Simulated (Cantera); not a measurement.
Charge: 1 mol SO2, a varied amount of O2, held at 1750 K and 3000 Pa.

Cantera equilibrium calculation (NASA polynomials, part measured and part estimated; ideal gas, pure solids and liquids). Candidate condensed phases: S; 10 gas species. Rates play no part.

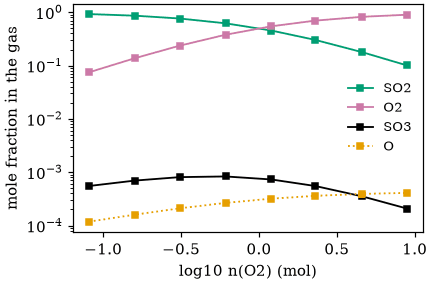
Figure: Equilibrium gas composition (values under 1e-9 drawn at 1e-9)

Question: Read off the mole fractions at 1.2 mol O2.

Answer: O2 about 0.55, SO2 about 0.45, SO3 about 0.00073, O about 0.00032.
